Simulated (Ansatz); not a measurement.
# Is the response still linear at 0.3 V/Å? 1T-HfTe2 under H-GaAs-Cl chair, AA

The dipole of a slab grows in proportion to a weak field along its normal. Does the weak-field slope carry to a strong field?

**Method.** Ansatz 0.2.0, plane waves with PAW datasets (its set soft_2), PBEsol-D3(BJ); atoms held at their relaxed places, 18 Å of vacuum, dipole correction, cell area 13.22 Å², 12×12 k-points, smearing 0.05 eV. Without field the slab has no gap over 0.05 eV.

```tsv
run	field (V/Å)	dipole (e·Å)
run 1	−0.05	0.00313
run 2	0.00	0.04397
run 3	0.05	0.08477
run 4	0.10	0.12551
run 5	0.30	?
```

**Question.** What value belongs in the row marked “?”, and how far can the other rows tell?

A least-squares line through the 4 rows shown has slope 0.815880 and intercept 0.043948; no row lies more than 0.00003 e·Å off it. A perfect conductor with that slope would be 180.95 × 0.81588 / 13.22 = 11.17 Å thick. At 0.30 it gives 0.815880 × 0.30 + 0.043948 = 0.28871 e·Å, beyond the rows fitted. Rounding and scatter of the rows alone allow about ±0.00010 e·Å there.

The run itself gives 0.28823 e·Å: a miss of −0.00048 e·Å. That is under 1 % of the induced dipole, so the response is still linear.

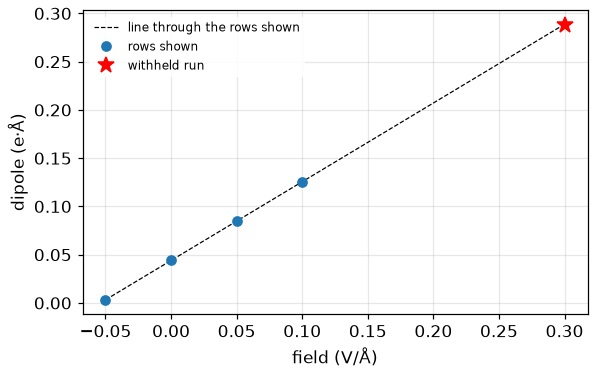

The fit and the withheld run.

**Limits.** Ions are held, so this is the electronic response. Of the series that stay linear within 1 %, this collection keeps about one in seven, and it keeps all that bend. With a small gap or none the response hangs on mesh and smearing, which were not varied here. Spin-orbit coupling is left out, which changes the bands of elements this heavy.

[Logs are printed without paths, hosts, clocks, repeated set-up lines and the standing remarks that a program may print on its own settings, such as how far it seeks lower states.]
